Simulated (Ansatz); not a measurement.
## A small benchmark: dipole moment

10 molecules holding an element from Na to Cl; the dipole moment in D, computed less measured. Shapes, held fixed at every level: PBE0-D4/def2-TZVP. No vibrational averaging. Dipoles are compared by magnitude; molecules under 1 D, whose direction can flip, are left out. Programs: Ansatz 0.2.0. Measured values: NIST CCCBDB.

Levels: A = PBE-D4/def2-TZVPP; B = r2SCAN-D4/def2-TZVPP; C = B3LYP-D4/def2-TZVPP; D = wB97M-V/def2-TZVPP.

```json
{"molecule": "HCl (hydrogen chloride)", "measured": "1.08", "A": "+0.09", "B": "+0.14", "C": "+0.11", "D": "+0.11"}
{"molecule": "HBS (hydrogen boron sulfide)", "measured": "1.30", "A": "-0.10", "B": "+0.08", "C": "+0.07", "D": "+0.13"}
{"molecule": "SO2 (SMILES O=S=O)", "measured": "1.63", "A": "-0.09", "B": "-0.05", "C": "+0.10", "D": "+0.17"}
{"molecule": "CH2ClF (chlorofluoromethane)", "measured": "1.82", "A": "-0.14", "B": "-0.05", "C": "-0.04", "D": "-0.04"}
{"molecule": "SO2F2 (sulfuryl fluoride)", "measured": "1.12", "A": "-0.01", "B": "+0.02", "C": "+0.01", "D": "+0.04"}
{"molecule": "C2H3Cl (SMILES C=CCl)", "measured": "1.45", "A": "-0.19", "B": "-0.09", "C": "-0.10", "D": "-0.07"}
{"molecule": "CH4S (methanethiol)", "measured": "1.52", "A": "+0.01", "B": "+0.08", "C": "0.00", "D": "-0.01"}
{"molecule": "C2H4Cl2 (1,1-dichloroethane)", "measured": "2.06", "A": "-0.10", "B": "+0.03", "C": "-0.04", "D": "-0.04"}
{"molecule": "C2H6OS (dimethyl sulfoxide)", "measured": "3.96", "A": "-0.27", "B": "-0.12", "C": "-0.03", "D": "+0.03"}
{"molecule": "C4H9Cl (2-chloro-2-methylpropane)", "measured": "2.13", "A": "-0.04", "B": "+0.10", "C": "+0.03", "D": "+0.03"}
```

Question: Sum up the errors.

Answer: 
```csv
level,kind,mean error,mean absolute error,worst case
PBE-D4/def2-TZVPP,GGA,-0.084,0.104,C2H6OS
r2SCAN-D4/def2-TZVPP,meta-GGA,+0.014,0.076,HCl
B3LYP-D4/def2-TZVPP,global hybrid,+0.011,0.053,HCl
wB97M-V/def2-TZVPP,range-separated hybrid,+0.035,0.067,SO2
```

On this set B3LYP-D4/def2-TZVPP has the smallest mean absolute error and PBE-D4/def2-TZVPP the largest. PBE-D4/def2-TZVPP is too low in 8 of 10. The tabulated value of HCl is in doubt (older tables, estimates, or at odds with other calculations) and kept here. Over the 9 molecules whose values aren't doubted the mean absolute errors are A 0.106; B 0.069; C 0.047; D 0.062. The smallest two are near a tie. The largest two are near a tie. The set is small.

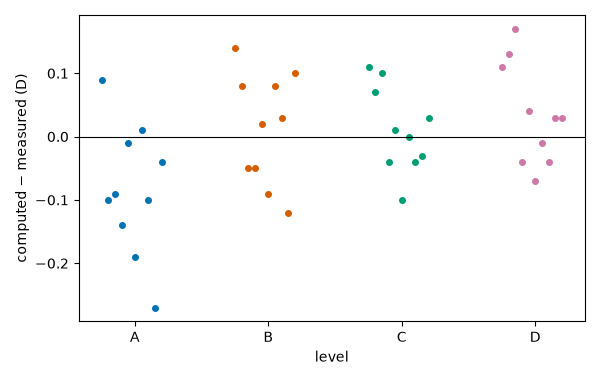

Errors of each level, one point a molecule.
